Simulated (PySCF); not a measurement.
CO$_{2}$···C$_{2}$H$_{4}$ (SMILES O=C=O.C=C)

Input file:

```
{"job": {"kind": "inter", "xc": "wB97M-D3(BJ)", "basis": "def2-TZVPD", "pairs": false}, "charge": 0, "multiplicity": 1, "parts": [{"atoms": "0-2", "charge": 0, "multiplicity": 1}, {"atoms": "3-8", "charge": 0, "multiplicity": 1}]}
O     -1.253559    -0.411657    -0.474202
C     -0.174583    -0.135874    -0.151152
O      0.911608     0.130265     0.157121
C     -1.021012     1.236187     2.865984
C     -1.233664     2.243300     2.020638
H     -0.009741     0.934288     3.148504
H     -1.848688     0.678670     3.311122
H     -0.404692     2.803928     1.581568
H     -2.243093     2.550357     1.738970
```

Command:

```sh
OMP_NUM_THREADS=1 python cluster_run.py task.json out
```

Geometry: PBE0-D3(BJ)/def2-SVPD.

The calculation used wB97M-D3(BJ)/def2-TZVPD, SCF density, gas phase in PySCF 2.14.0.

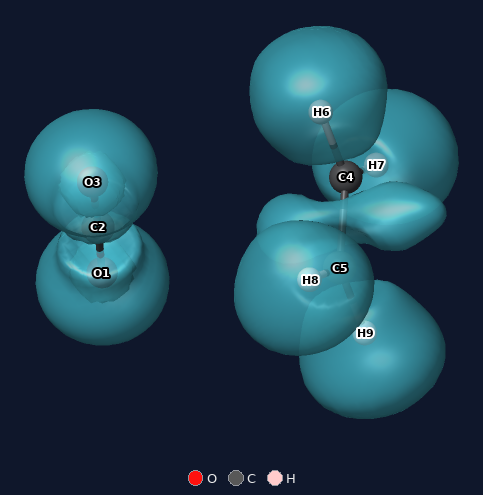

Figure 1. Isosurface of the electron localisation function at 0.75 (cyan), seen across its widest extent. Only the valence region is drawn (cores and ρ < 0.01 e/Å³ removed).

### Identify the bonds, lone pairs and shells in this picture.

The surface consists of one region between bonded C–C atoms (shared pairs), four regions around hydrogen nuclei and two regions on O in which the atom's valence shell and bonds are merged.


C2···C5 (3.39 Å): the ELF dips to about 0 between them: a weak contact between the two molecules. C–O (1.16 Å): the ELF peaks at about 0.85 between the atoms; a short, multiple covalent bond.

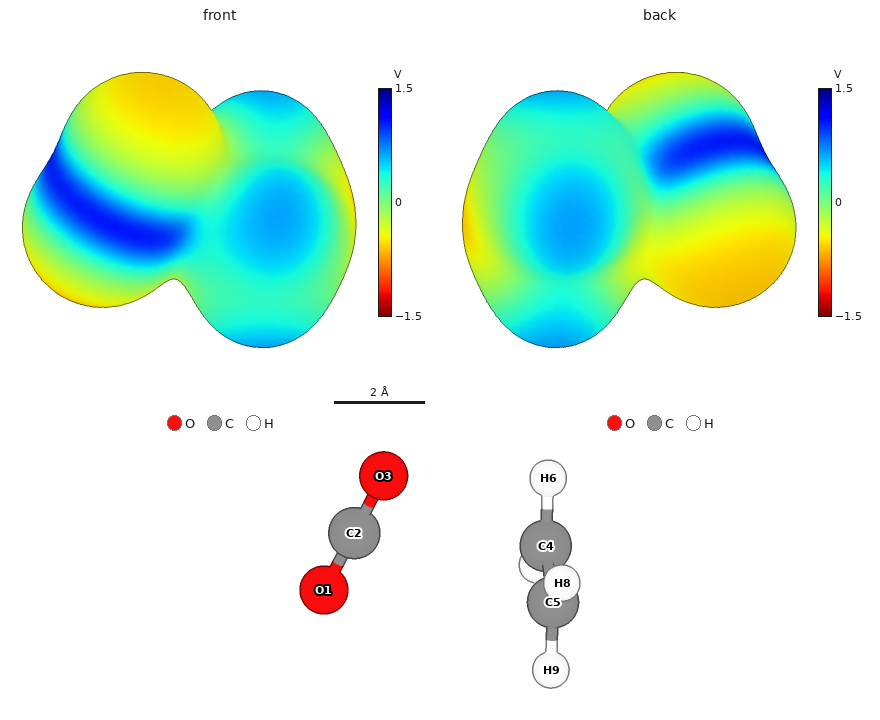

Figure 2. The electrostatic potential painted on the density surface at 0.001 e/bohr³, seen from the front and from behind; red is negative and blue positive. The bare structure is drawn below in the same view.

### Where is the surface potential most negative and most positive?

The most negative region (about −0.6 V) lies over O1, the most positive (about +1.0 V) over C2.

### What dipole moment does the calculation give?

Its dipole moment is 0.25 D.

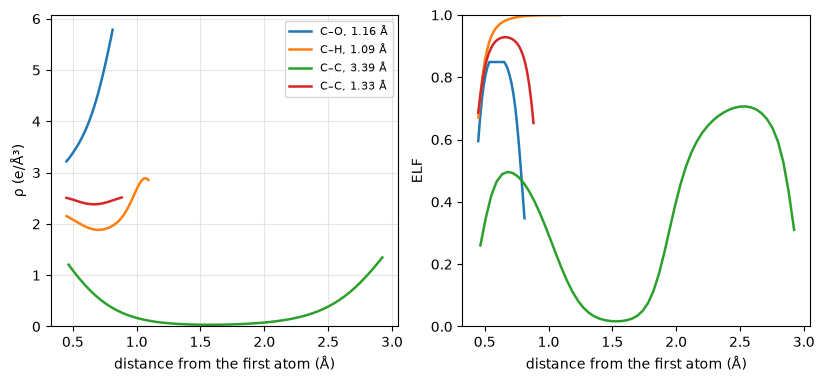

Figure 3. Total electron density and electron localisation function along straight lines between neighbouring atoms. The curves leave out the atomic cores.

### What can be read from the curves?

C–O (1.16 Å): the density is about 3.7 e/Å³ at the midpoint; the ELF peaks at about 0.85 between the atoms; a short, multiple covalent bond.
C–H (1.09 Å): ρ at the midpoint is about 2 e/Å³; the ELF climbs to about 1 towards the hydrogen, as it does in any bond to H; an ordinary covalent bond to hydrogen.
C2···C5 (3.39 Å): the density falls to about 0.03 e/Å³ on the way; the ELF dips to about 0 between them; a weak contact between the two molecules.
C–C (1.33 Å): ρ at the midpoint is about 2.4 e/Å³; the ELF peaks at about 0.95 between the atoms; a multiple bond.
